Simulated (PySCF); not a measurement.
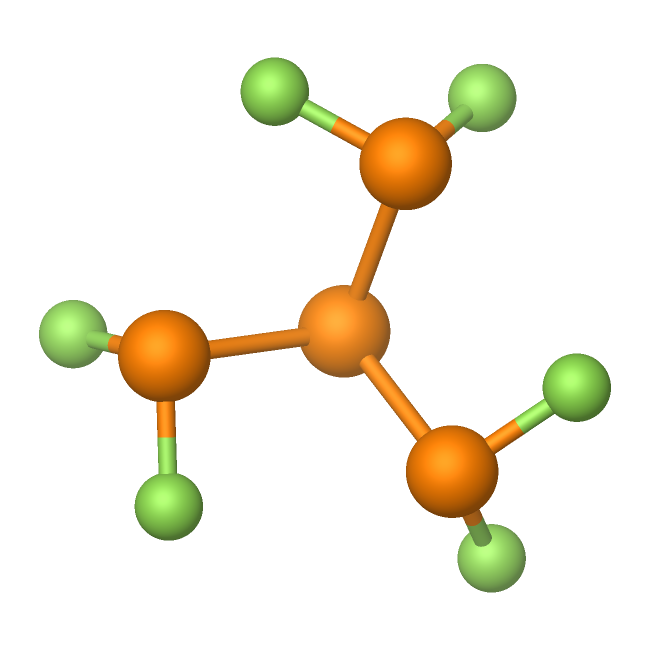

The picture shows a molecular structure as a ball-and-stick model. Every bond is drawn as one stick, whatever its order. Colours: fluorine green, phosphorus orange.

What is the molecular formula?

P₄F₆, 10 atoms: 4 phosphorus and 6 fluorine.

Describe its rings.

It has no ring.

Count the bonded pairs by element.

6 F–P, 3 P–P.

The parts below concern this one geometry. Atoms keep their numbers from picture to picture. Computed geometry: PBE0-D3(BJ)/def2-SVP optimisation. No frequency run is at hand to confirm it as a minimum.

### Geometry

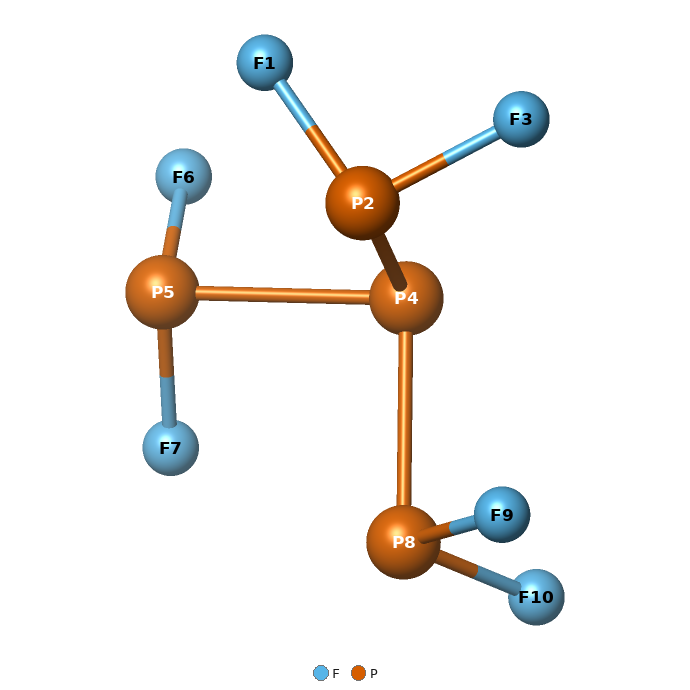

The atoms are numbered. No frequency run is at hand to confirm it as a minimum.

List the bonds and their lengths.

| bond | length (Å) | order |
| --- | --- | --- |
| F1–P2 | 1.620 | single |
| P2–F3 | 1.605 | single |
| P2–P4 | 2.259 | single |
| P4–P5 | 2.260 | single |
| P4–P8 | 2.260 | single |
| P5–F6 | 1.604 | single |
| P5–F7 | 1.619 | single |
| P8–F9 | 1.621 | single |
| P8–F10 | 1.605 | single |

### Levels of theory compared

No frequency run is at hand to confirm it as a minimum. Program: PySCF 2.14.0.

At this fixed geometry, give HOMO–LUMO gap (eV), HOMO energy (eV), dipole (D) at these levels: B3LYP/def2-SVPD; B3LYP/def2-SVPD in benzene (IEF-PCM); B3LYP/def2-SVPD in chloroform (IEF-PCM); PBE0/pcSseg-1 in benzene (IEF-PCM); PBE0/pcSseg-1 in chloroform (IEF-PCM); WP04/pcSseg-1 in chloroform (IEF-PCM); ωB97X-D/pcSseg-1 in chloroform (IEF-PCM).

```csv
level,HOMO–LUMO gap (eV),HOMO energy (eV),dipole (D)
B3LYP/def2-SVPD,5.39,−7.58,1.64
B3LYP/def2-SVPD in benzene (IEF-PCM),5.40,−7.39,1.88
B3LYP/def2-SVPD in chloroform (IEF-PCM),5.40,−7.29,2.07
PBE0/pcSseg-1 in benzene (IEF-PCM),5.79,−7.58,2.49
PBE0/pcSseg-1 in chloroform (IEF-PCM),5.81,−7.49,2.72
WP04/pcSseg-1 in chloroform (IEF-PCM),5.03,−8.73,3.05
ωB97X-D/pcSseg-1 in chloroform (IEF-PCM),9.30,−9.26,2.82
```

### Polarisability

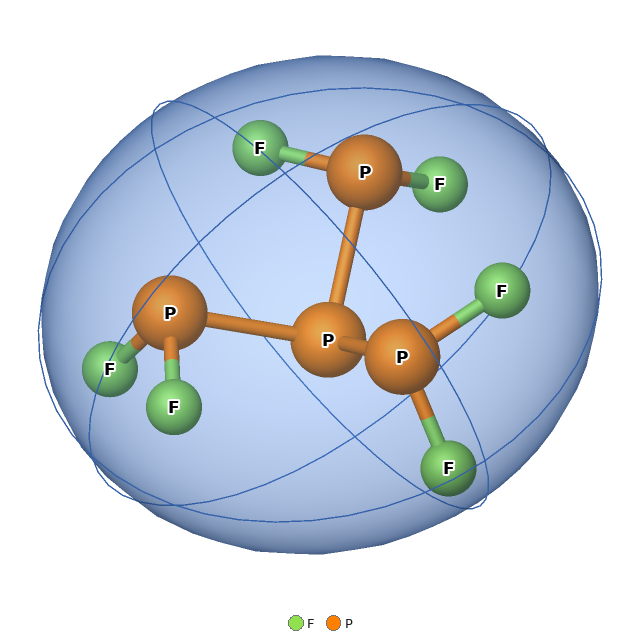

The ellipsoid shows the static dipole polarisability: its half-axes are proportional to the principal values. No frequency run is at hand to confirm it as a minimum. Level of theory: B3LYP/def2-SVPD in benzene (IEF-PCM) (PySCF 2.14.0).

How large and how anisotropic is the polarisability?

Principal values 98.6, 139.2, 140.1 bohr³; mean 126.0 bohr³ (18.67 Å³); anisotropy 41.1 bohr³, so the longest axis is 1.42 times the shortest.

### Charges

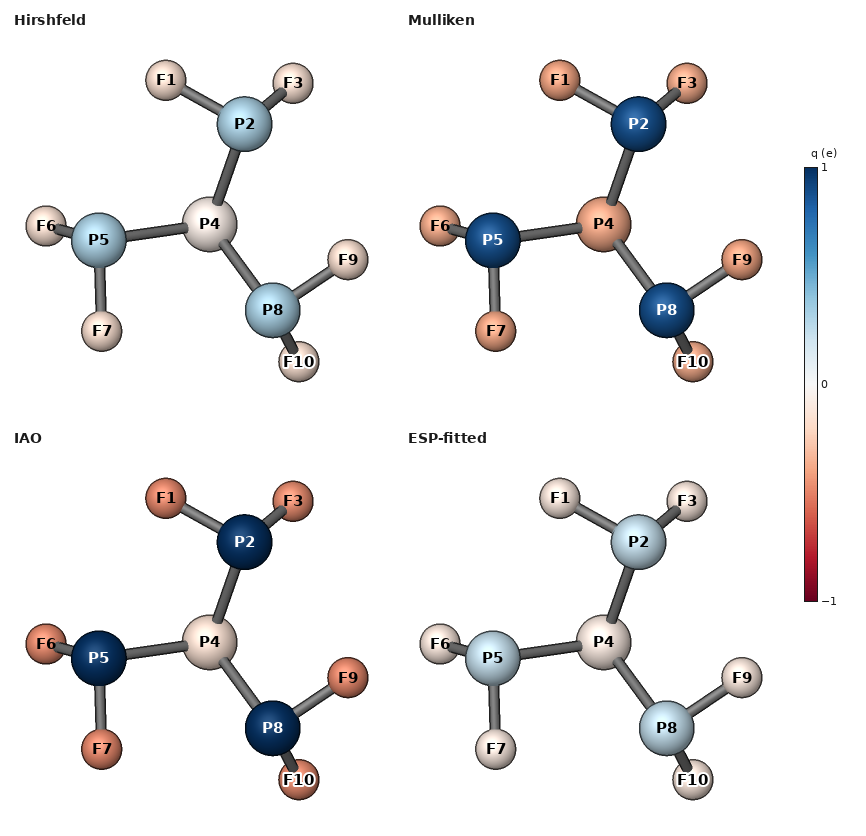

Atomic charges of one calculation by 4 schemes, on one colour scale. No frequency run is at hand to confirm it as a minimum. Computed with PBE0/pcSseg-1 in benzene (IEF-PCM) (PySCF 2.14.0).

On which atom do the schemes disagree most?

On P2 (from 0.24 to 1.00 e); P5 (from 0.24 to 0.99 e); P8 (from 0.25 to 0.99 e).

List the charges (e), one line for each set of equivalent atoms. Atoms whose distances differ by more than 0.02 Å in this geometry are listed apart.

| atom | Hirshfeld | Mulliken | IAO | ESP-fitted |
| --- | --- | --- | --- | --- |
| F1 | −0.15 | −0.39 | −0.48 | −0.10 |
| P2 | 0.32 | 0.89 | 1.00 | 0.24 |
| F3 | −0.15 | −0.37 | −0.47 | −0.11 |
| P4 | −0.06 | −0.38 | −0.14 | −0.09 |
| P5 | 0.32 | 0.88 | 0.99 | 0.24 |
| F6 | −0.15 | −0.37 | −0.47 | −0.11 |
| F7 | −0.15 | −0.39 | −0.48 | −0.10 |
| P8 | 0.32 | 0.89 | 0.99 | 0.25 |
| F9 | −0.15 | −0.39 | −0.48 | −0.10 |
| F10 | −0.15 | −0.37 | −0.47 | −0.11 |

Mulliken values depend strongly on the basis set and can even reverse the polarity of a bond.
